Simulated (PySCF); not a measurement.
```xyz
14

C     2.5172    0.1407    0.1633
C     1.0868   -0.1316   -0.1259
C    -0.0508    0.4471    0.3994
N    -1.0729   -0.2005   -0.2077
C    -2.4812   -0.0067   -0.0354
N    -0.5918   -1.1093   -1.0451
N     0.6861   -1.0765   -1.0042
H     2.6495    1.1654    0.5028
H     2.8765   -0.5335    0.9408
H     3.1086   -0.0308   -0.7321
H    -0.2026    1.2280    1.1143
H    -2.9931   -0.7106   -0.6888
H    -2.7632    1.0128   -0.3039
H    -2.7698   -0.1949    1.0003
```

Geometry: GFN2-xTB.

All numbers below come from B3LYP/def2-SVPD, SCF density, gas phase (PySCF 2.14.0).

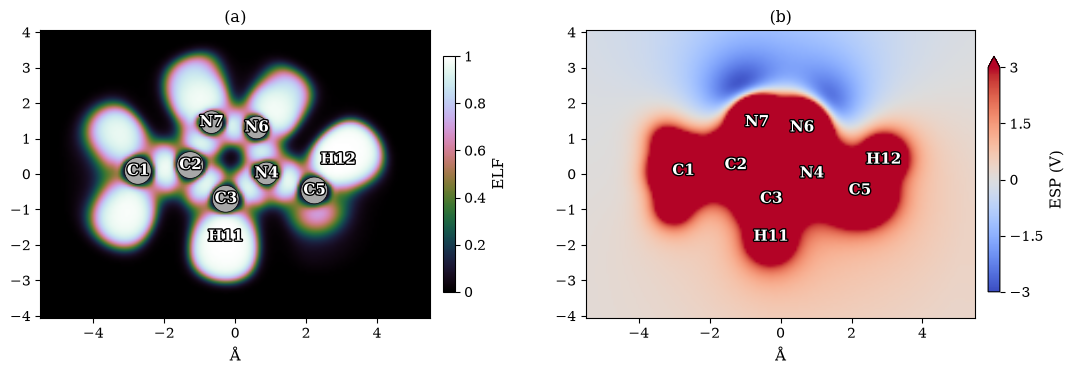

C4H7N3 (SMILES Cc1cn(C)nn1). (a) ELF; (b) molecular electrostatic potential on the plane of atoms C2, N7 and N6. Grey discs cover the atomic cores in the ELF map.

### Read the bonding off the picture.

The plane passes through C, N and H nuclei.
N–N (1.28 Å): the ELF peaks at about 0.90 between the atoms: localised, covalent bonding.
C–N (1.35 Å): the ELF peaks at about 0.90 between the atoms (a covalent bond).
C–C (1.38 Å): the ELF peaks at about 0.95 between the atoms; a covalent bond.
C–H (1.07 Å): the ELF climbs to about 1 towards the hydrogen, as it does in any bond to H: an ordinary covalent bond to hydrogen.
N–N (1.33 Å): the ELF peaks at about 0.90 between the atoms; a covalent bond.
The ELF also peaks beside N6 and N7, away from the bonds: lone-pair regions.
Outside the dense part of the molecule the potential is most negative (−2.8 V) near N7.
